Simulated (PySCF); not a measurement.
Species, as SMILES: P#P (P2).
Geometry (B3LYP-D3(BJ)/def2-TZVP, fixed):
```xyz
2

P      0.0000     0.0000    -0.9447
P      0.0000     0.0000     0.9447
```
Charge 0, spin multiplicity 1.

Basis-set convergence of the mean static polarisability at HF with PySCF. All functions are spherical. Density fitting with generated auxiliary sets. No added dispersion term, no relativity. Reference: the value in aug-pcseg-3, 51.02 bohr³, itself unsure by roughly 0.3 % (its mean distance from aug-cc-pV(Q+d)Z, aug-pcseg-2, aug-cc-pV(T+d)Z). Deviations are taken from unrounded values.

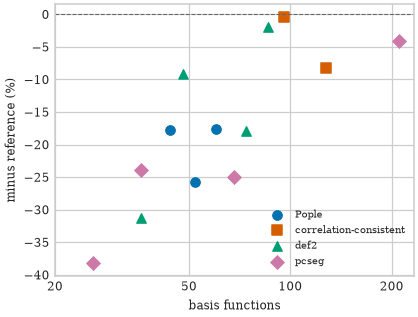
Figure. Deviation from the reference against the number of basis functions, by family of sets.

| basis | functions | mean static polarisability (bohr³) | minus reference (%) |
|---|---|---|---|
| pcseg-0 | 26 | 31.50 | -38.3 |
| def2-SVP | 36 | 35.05 | -31.3 |
| pcseg-1 | 36 | 38.79 | -24.0 |
| 6-31+G* | 44 | 41.92 | -17.8 |
| def2-SVPD | 48 | 46.34 | -9.2 |
| 6-311G** | 52 | 37.91 | -25.7 |
| 6-311+G** | 60 | 42.07 | -17.5 |
| pcseg-2 | 68 | 38.30 | -24.9 |
| def2-TZVP | 74 | 41.91 | -17.9 |
| def2-TZVPD | 86 | 50.06 | -1.9 |
| jun-cc-pV(T+d)Z | 96 | 50.84 | -0.4 |
| cc-pV(Q+d)Z | 128 | 46.78 | -8.3 |
| pcseg-4 | 210 | 48.91 | -4.1 |
